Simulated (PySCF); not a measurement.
Dissociation curve of SMILES C(F)F. The C2–H5 bond (C2 also carries F, F, H; H5 carries nothing else) is varied alone, starting from the PBE0/def2-TZVP optimised geometry.

Levels: RKS-B3LYP = restricted B3LYP/cc-pVDZ (PySCF); RKS-M06-2X = restricted M06-2X/cc-pVDZ run with PySCF; UHF/cc-pVDZ (PySCF).

Magnitude of the dipole moment (D; its direction can reverse along the curve, and a method can change to another solution) and Mulliken charge of the fragment that holds C2:

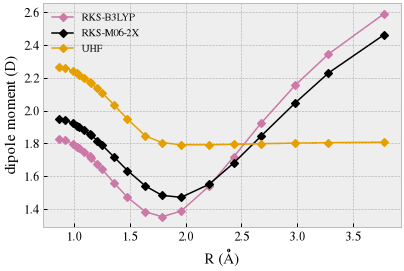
Fig. 1. Dipole moment against bond length.

```tsv
R / Å	μ RKS-B3LYP	q RKS-B3LYP	μ RKS-M06-2X	q RKS-M06-2X	μ UHF	q UHF
0.87	1.83	0.08	1.95	0.07	2.27	0.06
0.92	1.82	0.05	1.94	0.04	2.26	0.03
0.99	1.80	0.01	1.92	0.00	2.24	0.00
1.03	1.78	0.00	1.91	-0.01	2.23	-0.02
1.05	1.77	0.00	1.90	-0.02	2.22	-0.02
1.09	1.75	-0.01	1.88	-0.03	2.20	-0.03
1.14	1.72	-0.02	1.86	-0.04	2.18	-0.04
1.15	1.71	-0.02	1.85	-0.04	2.17	-0.04
1.21	1.67	-0.03	1.82	-0.05	2.14	-0.05
1.25	1.64	-0.03	1.79	-0.05	2.11	-0.05
1.36	1.56	-0.02	1.72	-0.05	2.03	-0.05
1.48	1.47	-0.01	1.63	-0.04	1.95	-0.04
1.64	1.38	0.01	1.54	-0.02	1.85	-0.02
1.79	1.35	0.03	1.48	0.00	1.80	0.00
1.96	1.39	0.06	1.47	0.03	1.79	0.00
2.21	1.54	0.08	1.55	0.06	1.79	0.00
2.43	1.72	0.10	1.68	0.08	1.79	0.00
2.68	1.93	0.12	1.85	0.10	1.80	0.00
2.98	2.15	0.12	2.05	0.11	1.80	0.00
3.28	2.35	0.12	2.23	0.11	1.80	0.00
3.78	2.59	0.12	2.46	0.11	1.81	0.00
```

At the longest distance RKS-B3LYP, RKS-M06-2X leaves fractional charges on the fragments, a sign of delocalisation error or of the restricted form. The restricted form behind RKS-B3LYP, RKS-M06-2X keeps the bonding electrons paired and can't separate into open-shell fragments. The unrestricted determinant behind UHF is spin-contaminated at 1.64 to 3.78 Å (<S²> up to 1.0, against 0.00 for a pure singlet).
